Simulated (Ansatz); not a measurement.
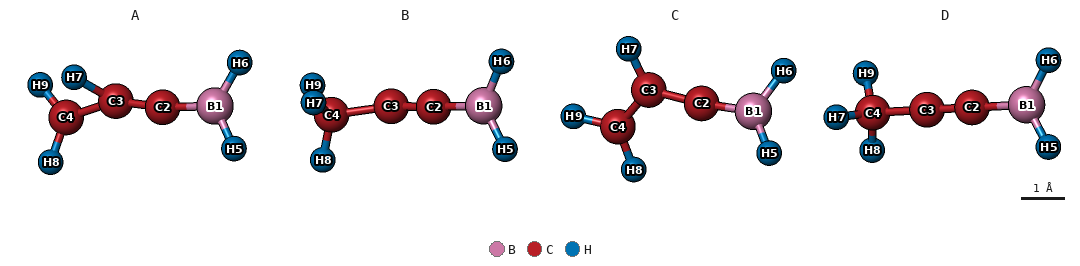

4 geometries from a converged minimum-energy path of C$_{3}$H$_{5}$B, shuffled. The picture is a ball-and-stick view, seen at a tilt.

Level of theory: Ansatz, UKS PBE-D4/STO-3G. Run with 9 movable images; climbing image; force threshold 0.05 eV/Å; iteration limit 60; starting path through a guess of the saddle point.

Question: One of them is the converged climbing image. Which?

Answer: A. In order along the path, whose images run from 0 to 10: D (image 0, 0.0 kJ/mol), B (image 3, +36.2 kJ/mol), A (image 5, +321.2 kJ/mol), C (image 9, +170.4 kJ/mol). A hydrogen atom shifts from one atom to another. Breaking: C4–H7 (1.11 → 1.55 at the top → 2.16 Å). Forming: C3–H7 (2.13 → 1.23 at the top → 1.11 Å).

Limits of the set-up: STO-3G is a minimal basis, so the numbers are rough.

The run took of the order of 3 core-minutes on a shared host.
